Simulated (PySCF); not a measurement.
Ga(OEt)(NH2)2, C2H9GaN2O, SMILES CC[O][Ga]([NH2])[NH2], singlet at its GFN2-xTB optimised geometry (Å):

```
15

Ga     0.5670     0.4193     0.0000
O     -0.0506    -1.1889     0.3294
C     -1.3042    -1.8235     0.4197
C     -1.9309    -2.0405    -0.9525
H     -1.1300    -2.7929     0.9053
H     -1.9915    -1.2443     1.0498
H     -1.2661    -2.6352    -1.5749
H     -2.8847    -2.5531    -0.8547
H     -2.0889    -1.0765    -1.4383
N     -0.4860     1.9309     0.0000
H     -1.4551     1.8511    -0.2868
H     -0.1039     2.7929    -0.3667
N      2.4037     0.4193     0.0000
H      2.8847     1.0533    -0.6280
H      2.8090    -0.5063    -0.0984
```

Level of theory: B3LYP/def2-TZVP run with PySCF.

Map of the Laplacian of the electron density (e/bohr⁵), clipped to [-1.50, 1.50] on the plane z = 1.0 Å:

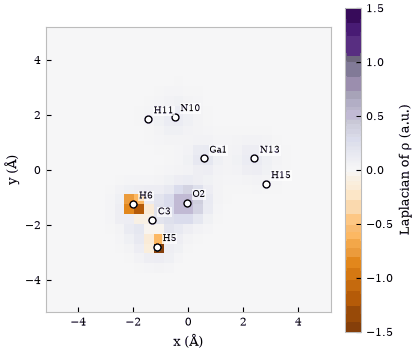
Fig. 1. Laplacian of the electron density (e/bohr⁵), clipped to [-1.50, 1.50] on the plane z = 1.0 Å.
